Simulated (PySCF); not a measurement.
C4H4N, doublet, SMILES `[CH2]C#CC=N`.

Computed with PySCF, r2SCAN/def2-SVPD, geometry: GFN2-xTB. No frequency check shows the geometry to be a minimum. GFN2-xTB doesn't know the spin state, so this open-shell geometry is rough.

Input

```python
import numpy as np
from pyscf import gto, scf, dft
from pyscf.scf import atom_ks, atom_hf
from scipy.linalg import block_diag

def solve(mol, dm0=None, hcore=None):
    mf = (dft.UKS if mol.spin else dft.RKS)(mol, xc='r2scan')
    mf.grids.level = 3
    mf = mf.density_fit(auxbasis='def2-universal-jkfit')
    mf.conv_tol, mf.max_cycle = 1e-8, 80
    if hcore is not None:
        mf.get_hcore = lambda *args: hcore
    mf.kernel(dm0)
    if not mf.converged:
        mf = mf.newton().run(mf.mo_coeff, mf.mo_occ, max_cycle=30)
    assert mf.converged, 'SCF not converged'
    return mf

mol = gto.M(atom='''
C      2.48431    -0.18688    -0.00005
C      1.16481     0.06717     0.00025
C     -0.02669     0.38548     0.00022
C     -1.43363     0.45698    -0.00006
N     -2.21919    -0.53455    -0.00010
H      3.02170    -0.29850    -0.92472
H      3.02206    -0.29905     0.92345
H     -1.88479     1.44709    -0.00036
H     -1.75747    -1.44415     0.00017
''', basis='def2-svpd', charge=0, spin=1, verbose=4)
mf = solve(mol)
out = dict(e0=mf.e_tot, dm0=mf.make_rdm1(), c=mf.mo_coeff, occ=mf.mo_occ, eps=mf.mo_energy)
for name, dq, spin in [('cation', 1, 0), ('anion', -1, 0)]:
    ion = mol.copy().set(charge=mol.charge + dq, spin=spin).build()
    mi = solve(ion)
    if spin and dq > 0 and mol.nao < 130:
        c, _, stable, _ = mi.stability(return_status=True)
        if not stable:
            mi = solve(ion, mi.make_rdm1(c, mi.mo_occ))
    print(name, 'vertical energy change / eV', (mi.e_tot - mf.e_tot) * 27.211386)
    out.update({'e_' + name: mi.e_tot, 'dm_' + name: mi.make_rdm1(), 's2_' + name: mi.spin_square()[0], 'eps_' + name: mi.mo_energy, 'occ_' + name: mi.mo_occ})
# spherically averaged free atoms, for the promolecule
atm = atom_ks.get_atm_nrks(mol, xc='r2scan')
pro = block_diag(*[(atm[a[0]][2] * atm[a[0]][3]) @ atm[a[0]][2].T for a in mol._atom])
np.savez('result.npz', pro=pro, **out)
```

Launched as:

```sh
OMP_NUM_THREADS=1 python input.py
```

The run took 2.6 min on 1 thread of Intel(R) Xeon(R) Processor @ 2.70GHz (shared host), peak memory 0.59 GiB.

Partitions, critical points and surface values were worked out afterwards from this run's density.

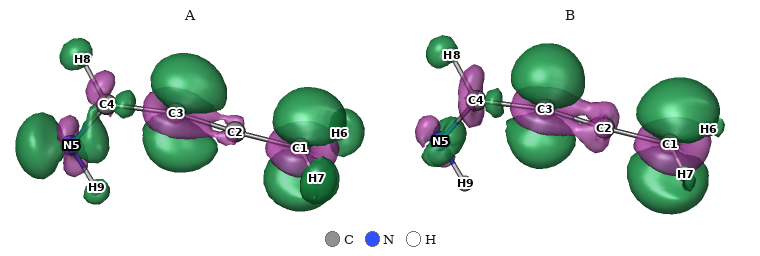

The two Fukui functions at ±0.03 e/Å³ (green positive, purple negative).

Question: Why do the two look alike?

Answer: The electron leaves from or enters the same singly occupied orbital. A is f⁻, B is f⁺. f⁻ (Hirshfeld-condensed) is largest on C1 (0.24), C3 (0.20) and N5 (0.15); the vertical ionisation energy is 8.60 eV (to the singlet cation, which needn't be its lowest state). f⁺ (Hirshfeld-condensed) is largest on C1 (0.28) and C3 (0.20); the vertical electron affinity is 0.83 eV (to the singlet anion, which needn't be its lowest state; the anion's highest orbital has positive energy, so this value and f⁺ depend on the basis).
